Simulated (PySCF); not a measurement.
# C3H7BFN: electronic excitations and core binding energies

Wanted: the electronic excitations and core binding energies of C3H7BFN (`NB(F)C1CC1`), by calculation.

Programs: PySCF 2.14.0, with density-fitted response routines of our own. Each step states its level of theory. These are calculated values for one molecule in the gas phase, unless marked as measured. Atoms are numbered from 0 throughout.

## 1. The starting structure

13 atoms, charge 0, multiplicity 1; geometry from: GFN2-xTB.

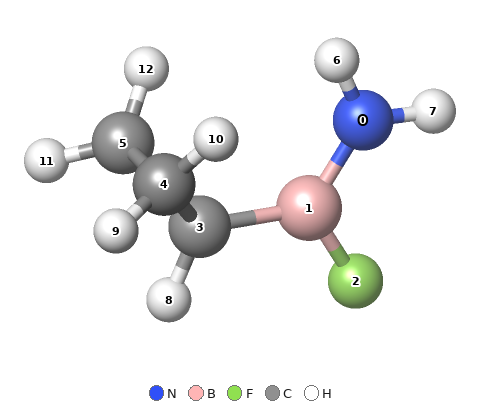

As it starts; nitrogen blue, boron pink, fluorine green, carbon grey, hydrogen white, atoms numbered; sticks join atoms by distance.

## 2. Ultraviolet spectrum: CAM-B3LYP/def2-SVPD

The job: settings as JSON, then the geometry in Å.

```
{"job": {"kind": "uv", "xc": "CAM-B3LYP", "basis": "def2-SVPD", "nstates": 8, "ntriplets": 3}, "charge": 0, "multiplicity": 1}
N      1.955741    -0.078054     0.201567
B      1.050784     0.100055    -0.835777
F      1.571532     0.270028    -2.063273
C     -0.505169     0.111458    -0.666068
C     -1.194563    -0.774822     0.347193
C     -1.160861     0.695695     0.565121
H      1.693670    -0.212473     1.160500
H      2.949480    -0.081354     0.050363
H     -1.062120     0.260310    -1.584686
H     -2.129739    -1.232564     0.062478
H     -0.578807    -1.404413     0.971777
H     -2.072864     1.257477     0.432003
H     -0.521474     1.089146     1.341074
```

Method: TDDFT CAM-B3LYP/def2-SVPD, vertical, gas phase, core orbitals frozen in the response.

Started as:

```bash
$ OMP_NUM_THREADS=1 python probes_run.py task.json out
```

One launch serves the whole session: the jobs run in the order shown.

What it wrote:

```text
coarse grid: 10832 points
cycle   1  E = -297.6263418269  dE =  8.844e-01  |g| = 5.447e-01  |ddm| = 6.353e+00
cycle   2  E = -297.6283760286  dE = -2.034e-03  |g| = 6.071e-01  |ddm| = 1.211e+00
cycle   3  E = -297.6888041939  dE = -6.043e-02  |g| = 5.267e-02  |ddm| = 5.393e-01
cycle   4  E = -297.6891689506  dE = -3.648e-04  |g| = 3.085e-02  |ddm| = 1.095e-01
cycle   5  E = -297.6893647978  dE = -1.958e-04  |g| = 5.631e-03  |ddm| = 4.140e-02
cycle   6  E = -297.6893710233  dE = -6.225e-06  |g| = 1.680e-03  |ddm| = 1.070e-02
final grid: 105032 points
cycle   7  E = -297.7340100569  dE = -4.288e-05  |g| = 4.753e-03  |ddm| = 1.377e-01
cycle   8  E = -297.7340098238  dE =  2.331e-07  |g| = 5.033e-03  |ddm| = 1.519e-02
cycle   9  E = -297.7340150022  dE = -5.178e-06  |g| = 2.865e-04  |ddm| = 5.201e-03
cycle  10  E = -297.7340150156  dE = -1.342e-08  |g| = 2.010e-04  |ddm| = 9.946e-04
cycle  11  E = -297.7340150247  dE = -9.116e-09  |g| = 3.396e-05  |ddm| = 2.937e-04
cycle  12  E = -297.7340150249  dE = -2.190e-10  |g| = 1.260e-05  |ddm| = 7.827e-05
converged SCF energy = -297.7340150249

Static polarisability (au): isotropic 54.725, principal 49.160 53.883 61.131

Singlet excitations
state   eV       nm        f      main configurations
  1   7.2328    171.4   0.03234   H->L 0.83, H-2->L 0.09
  2   8.0521    154.0   0.00413   H-1->L 0.81, H-1->L+1 0.13
  3   8.2164    150.9   0.00014   H-2->L 0.41, H->L+1 0.32
  4   8.2713    149.9   0.23841   H->L+2 0.70, H->L+4 0.25
  5   8.3552    148.4   0.00139   H-1->L+2 0.66, H-1->L+4 0.15
  6   8.5031    145.8   0.00237   H->L+3 0.57, H->L+1 0.22
  7   8.6413    143.5   0.00790   H-1->L+3 0.39, H-1->L+1 0.28
  8   8.6435    143.4   0.00212   H-2->L 0.26, H->L+1 0.21, H->L+5 0.14

Triplet excitations (Tamm-Dancoff, eV): 6.9434 7.1060 7.6909
```

It took 56 s on 1 thread of Arm Neoverse N1, shared host; peak memory 0.76 GiB.

Frontier orbitals and where they lie:

| orbital | eV | atoms |
| --- | --- | --- |
| HOMO−3 | -10.91 | C3 31 %, H8 14 %, B1 12 % |
| HOMO−2 | -10.35 | N0 26 %, C3 22 %, C5 11 % |
| HOMO−1 | -9.86 | C5 29 %, C4 29 %, C3 18 % |
| HOMO | -9.46 | N0 40 %, C3 19 %, C4 10 % |
| LUMO | 0.98 | B1 43 %, H6 12 %, H7 10 % |
| LUMO+1 | 1.87 | C4 15 %, C5 15 %, B1 14 % |
| LUMO+2 | 1.93 | B1 16 %, C5 13 %, C4 13 % |

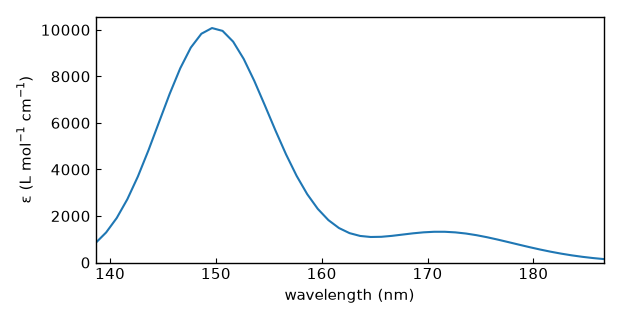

Absorption spectrum: each of the 8 states is a Gaussian band of 0.4 eV half-width at 1/e. Beyond the last state computed it falls off for lack of states.

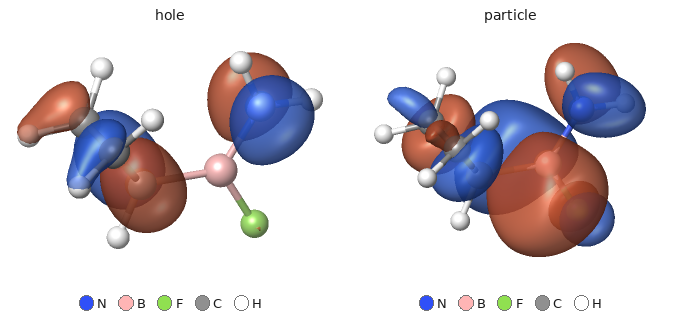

Leading natural transition orbitals of singlet state 4: the electron leaves the hole (left) for the particle orbital (right).

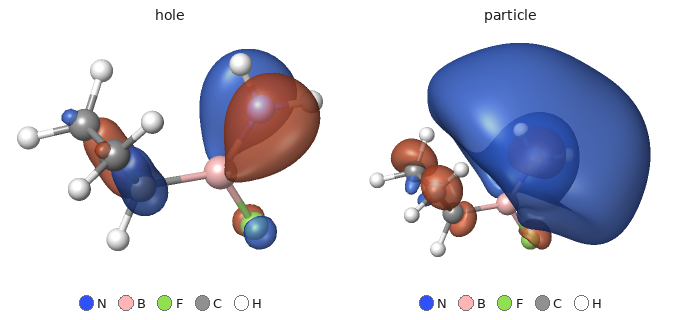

Leading natural transition orbitals of singlet state 1: the electron leaves the hole (left) for the particle orbital (right).

Ground-state properties from the same run:

| property | computed |
| --- | --- |
| dipole moment (D) | 2.24 |
| polarisability (Å³) | 8.11 |
| HOMO–LUMO gap (eV) | 10.43 |
| −ε(HOMO) (eV) | 9.46 |

The fields below are evaluated on a grid from the run's orbitals.

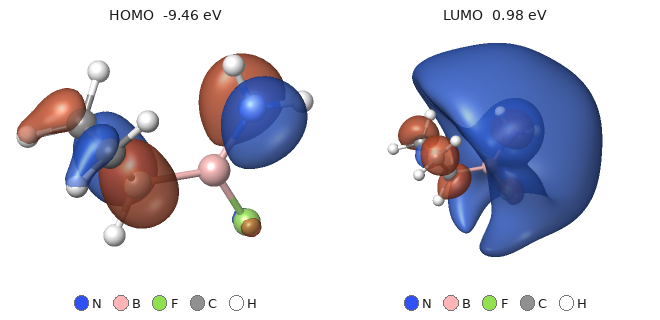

Frontier orbitals at CAM-B3LYP/def2-SVPD; each surface holds 70 % of the orbital's density, blue and red mark the sign.

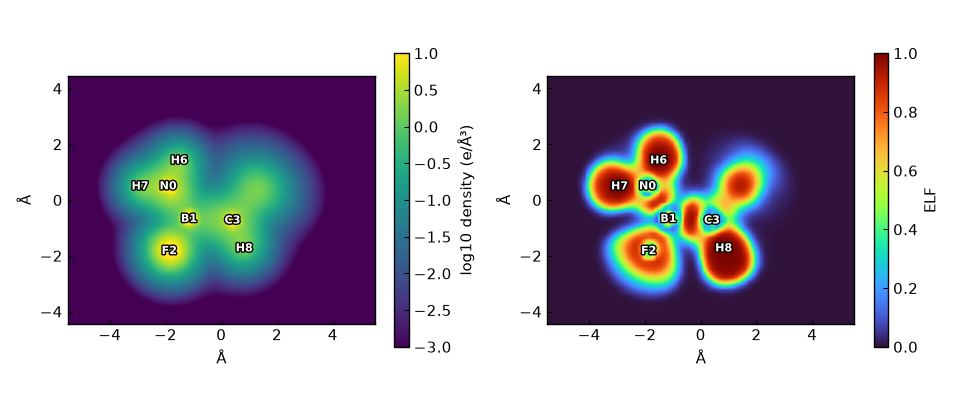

Density (left) and ELF (right) in a plane through or near 7 of the atoms.

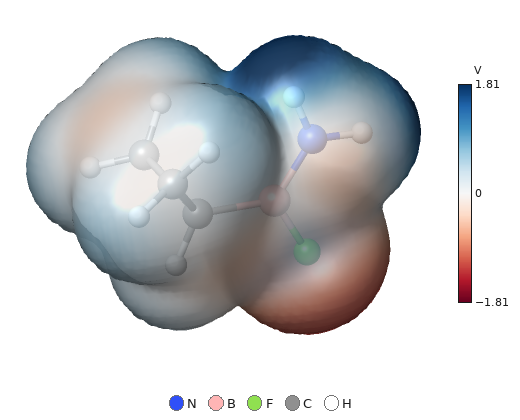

The potential that a unit positive charge feels on the 0.002 e/bohr³ surface, from -1.21 V near F2 to 1.81 V near H6.

## 3. Core-electron binding energies: SCAN, X2C

Same as in step 2 but for these lines:

```diff
@@ -1,2 +1,2 @@
-{"job": {"kind": "uv", "xc": "CAM-B3LYP", "basis": "def2-SVPD", "nstates": 8, "ntriplets": 3}, "charge": 0, "multiplicity": 1}
+{"job": {"kind": "xps"}, "charge": 0, "multiplicity": 1}
 N      1.955741    -0.078054     0.201567
```

With the program's defaults for keys left out, this is: delta-SCF UKS SCAN, pcX-2 on the ionised atom, pcseg-1 elsewhere, spin-free X2C.

What it wrote:

```text
ground state, core basis on atom 0 (N), 150 functions
  cycle   1  E = -297.98260199  |g| = 6.61e-01
  cycle   2  E = -297.89584490  |g| = 9.55e-01
  cycle   3  E = -298.07660253  |g| = 7.84e-02
  cycle   4  E = -298.07753494  |g| = 3.90e-02
  cycle   5  E = -298.07782697  |g| = 9.39e-03
  cycle   6  E = -298.07784050  |g| = 4.22e-03
  cycle   7  E = -298.07784418  |g| = 1.42e-03
  cycle   8  E = -298.07784360  |g| = 3.74e-04
  E(ground) = -298.08111347 Eh
hole in N 1s of atom 0
  cycle   1  E = -282.49896305  |g| = 1.86e+00
  cycle   2  E = -282.06972109  |g| = 1.93e+00
  cycle   3  E = -283.13802448  |g| = 3.81e-01
  cycle   4  E = -283.16006712  |g| = 2.73e-01
  cycle   5  E = -283.18480464  |g| = 4.26e-02
  cycle   6  E = -283.18512262  |g| = 2.57e-02
  cycle   7  E = -283.18545202  |g| = 3.34e-03
  cycle   8  E = -283.18545794  |g| = 1.63e-03
  cycle   9  E = -283.18545912  |g| = 9.02e-04
  cycle  10  E = -283.18545845  |g| = 2.74e-04
  E(ion) = -283.18797158 Eh   <S^2> = 0.7633   hole on atom = 1.000   binding energy = 405.263 eV
ground state, core basis on atom 1 (B), 150 functions
  cycle   1  E = -298.06265703  |g| = 5.38e-02
  cycle   2  E = -298.06253767  |g| = 4.21e-02
  cycle   3  E = -298.06280079  |g| = 2.24e-02
  cycle   4  E = -298.06287737  |g| = 6.39e-03
  cycle   5  E = -298.06288640  |g| = 7.18e-04
  cycle   6  E = -298.06288635  |g| = 2.92e-04
  E(ground) = -298.06976820 Eh
hole in B 1s of atom 1
  cycle   1  E = -290.42918487  |g| = 1.18e+00
  cycle   2  E = -289.51347081  |g| = 1.69e+00
  cycle   3  E = -290.73087641  |g| = 4.03e-01
  cycle   4  E = -290.79841744  |g| = 2.05e-01
  cycle   5  E = -290.81857770  |g| = 7.50e-02
  cycle   6  E = -290.82092275  |g| = 3.28e-02
  cycle   7  E = -290.82147357  |g| = 1.24e-02
  cycle   8  E = -290.82155030  |g| = 9.94e-03
  cycle   9  E = -290.82161027  |g| = 3.52e-03
  cycle  10  E = -290.82163630  |g| = 1.34e-03
  cycle  11  E = -290.82163897  |g| = 5.32e-04
  cycle  12  E = -290.82163960  |g| = 2.77e-04
  E(ion) = -290.83045704 Eh   <S^2> = 0.7895   hole on atom = 1.000   binding energy = 196.992 eV
ground state, core basis on atom 2 (F), 150 functions
  cycle   1  E = -298.10819872  |g| = 1.22e-01
  cycle   2  E = -298.10757395  |g| = 8.40e-02
  cycle   3  E = -298.10791164  |g| = 6.64e-02
  cycle   4  E = -298.10848183  |g| = 4.36e-03
  cycle   5  E = -298.10848738  |g| = 6.54e-04
  cycle   6  E = -298.10848597  |g| = 1.74e-04
  E(ground) = -298.11661544 Eh
hole in F 1s of atom 2
  cycle   1  E = -271.77923086  |g| = 2.58e+00
  cycle   2  E = -271.73123880  |g| = 2.10e+00
  cycle   3  E = -272.60727983  |g| = 3.72e-01
  cycle   4  E = -272.61556318  |g| = 3.04e-01
  cycle   5  E = -272.66235706  |g| = 3.52e-02
  cycle   6  E = -272.66254270  |g| = 2.82e-02
  cycle   7  E = -272.66296020  |g| = 2.47e-03
  cycle   8  E = -272.66296209  |g| = 1.52e-03
  cycle   9  E = -272.66296381  |g| = 4.22e-04
  E(ion) = -272.67875427 Eh   <S^2> = 0.7564   hole on atom = 1.000   binding energy = 692.199 eV
ground state, core basis on atom 3 (C), 150 functions
  cycle   1  E = -298.06465872  |g| = 1.10e-01
  cycle   2  E = -298.06187134  |g| = 1.63e-01
  cycle   3  E = -298.06596591  |g| = 1.69e-02
  cycle   4  E = -298.06600123  |g| = 8.41e-03
  cycle   5  E = -298.06601886  |g| = 7.11e-04
  cycle   6  E = -298.06601892  |g| = 2.55e-04
  E(ground) = -298.07141099 Eh
hole in C 1s of atom 3
  cycle   1  E = -286.83555172  |g| = 1.52e+00
  cycle   2  E = -286.04678230  |g| = 1.92e+00
  cycle   3  E = -287.34153599  |g| = 3.90e-01
  cycle   4  E = -287.38955389  |g| = 1.93e-01
  cycle   5  E = -287.40353664  |g| = 5.52e-02
  cycle   6  E = -287.40463218  |g| = 1.28e-02
  cycle   7  E = -287.40469780  |g| = 7.95e-03
  cycle   8  E = -287.40473435  |g| = 2.30e-03
  cycle   9  E = -287.40473726  |g| = 2.10e-03
  cycle  10  E = -287.40473998  |g| = 7.47e-04
  cycle  11  E = -287.40474027  |g| = 8.90e-05
  E(ion) = -287.40907216 Eh   <S^2> = 0.7714   hole on atom = 1.000   binding energy = 290.137 eV
ground state, core basis on atom 4 (C), 150 functions
  cycle   1  E = -298.06630830  |g| = 5.76e-02
  cycle   2  E = -298.06624579  |g| = 2.30e-02
  cycle   3  E = -298.06622714  |g| = 2.43e-02
  cycle   4  E = -298.06637533  |g| = 1.39e-03
  cycle   5  E = -298.06637602  |g| = 3.64e-04
  E(ground) = -298.07155915 Eh
hole in C 1s of atom 4
  cycle   1  E = -286.81904161  |g| = 1.51e+00
  cycle   2  E = -286.10964019  |g| = 1.86e+00
  cycle   3  E = -287.33716989  |g| = 3.44e-01
  cycle   4  E = -287.38085241  |g| = 1.11e-01
  cycle   5  E = -287.38494996  |g| = 4.80e-02
  cycle   6  E = -287.38579090  |g| = 1.33e-02
  cycle   7  E = -287.38585725  |g| = 7.61e-03
  cycle   8  E = -287.38588982  |g| = 2.33e-03
  cycle   9  E = -287.38589383  |g| = 1.23e-03
  cycle  10  E = -287.38589516  |g| = 7.58e-04
  cycle  11  E = -287.38589521  |g| = 2.48e-04
  E(ion) = -287.39045998 Eh   <S^2> = 0.7714   hole on atom = 1.000   binding energy = 290.648 eV
```

It took 1.8 min on 1 thread of Arm Neoverse N1, shared host; peak memory 0.62 GiB.

The holes in one table. −ε is the ground-state orbital energy:

| hole | stands for | environment | ΔSCF (eV) | −ε (eV) | ⟨S²⟩ |
| --- | --- | --- | --- | --- | --- |
| N1s on N0 | N0 | nitrogen bonded to B, 2 H | 405.26 | 385.8 | 0.763 |
| B1s on B1 | B1 | boron bonded to C, F, N | 196.99 | 180.8 | 0.789 |
| F1s on F2 | F2 | fluorine bonded to B | 692.20 | 666.0 | 0.756 |
| C1s on C3 | C3 | three-membered-ring carbon | 290.14 | 273.3 | 0.771 |
| C1s on C4 | C4, C5 | three-membered-ring carbon | 290.65 | 273.7 | 0.771 |

Each hole run stands for the others of its class of like atoms.

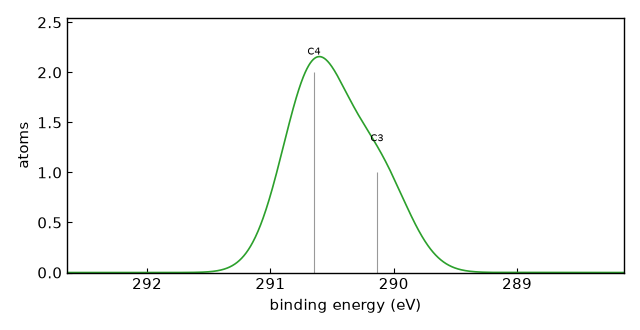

The C1s photoelectron lines, weighted by the number of atoms. Lines are broadened to a width of 0.60 eV (Gaussian).

## 4. What came out

| quantity | value |
| --- | --- |
| lowest singlet (CAM-B3LYP/def2-SVPD) | 7.23 eV (171 nm), f = 0.032 |
| brightest single state of those computed | state 4, 8.27 eV, f = 0.238 |
| lowest triplet | 6.94 eV |
| surface potential, least and greatest | -1.21 V and 1.81 V |
| C1s binding energies, SCAN/pcX-2 | C4 290.65, C3 290.14 eV |
| N1s binding energies, SCAN/pcX-2 | N0 405.26 eV |
| B1s binding energies, SCAN/pcX-2 | B1 196.99 eV |
| F1s binding energies, SCAN/pcX-2 | F2 692.20 eV |

The lowest singlet, at 7.23 eV, is HOMO→LUMO 0.83, HOMO−2→LUMO 0.09 and is weak; of the 8 states computed, the strongest absorption comes from state 4 at 8.27 eV. The lowest triplet lies 0.29 eV below the lowest singlet (triplets in Tamm-Dancoff, singlets in full TDDFT). The C1s levels kept as sound span 0.51 eV, from C3 (three-membered-ring carbon) up to C4 (three-membered-ring carbon).
